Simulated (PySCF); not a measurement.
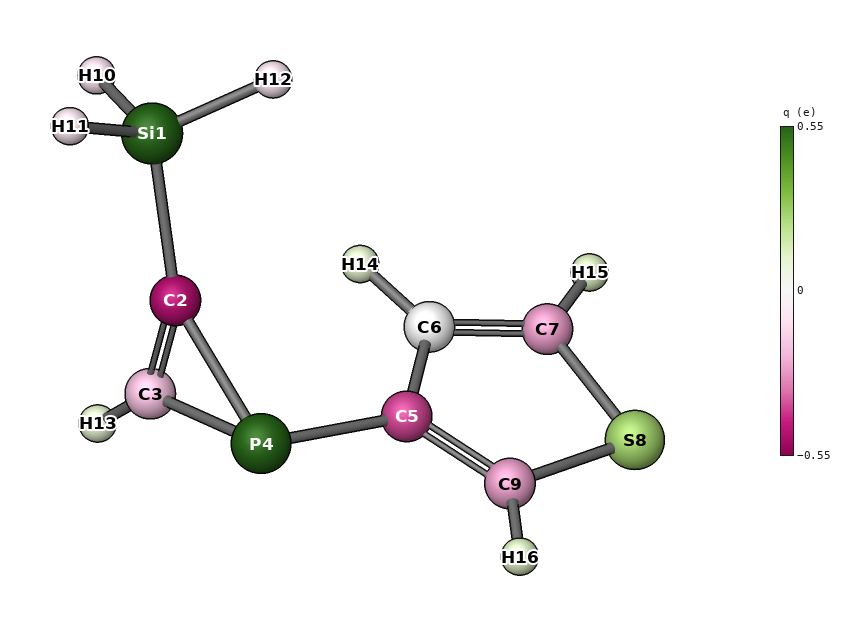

Atoms are coloured by their Mulliken charges. The geometry was computed by an optimisation with GFN2-xTB. No frequency run is at hand to confirm it as a minimum. Level of theory: PBE0/pcSseg-1, gas phase (PySCF 2.14.0).

Give the Mulliken charges atom by atom.

| atom | value (e) |
| --- | --- |
| Si1 | 0.55 |
| C2 | −0.47 |
| C3 | −0.19 |
| P4 | 0.54 |
| C5 | −0.38 |
| C6 | 0.00 |
| C7 | −0.26 |
| S8 | 0.26 |
| C9 | −0.25 |
| H10 | −0.09 |
| H11 | −0.07 |
| H12 | −0.07 |
| H13 | 0.10 |
| H14 | 0.10 |
| H15 | 0.13 |
| H16 | 0.12 |

Mulliken values depend strongly on the basis set and can even reverse the polarity of a bond. The geometry is semi-empirical. Around P, Si such bond lengths and angles can be off by a tenth of an ångström or more and by several degrees, and values that hang on the shape move with them.
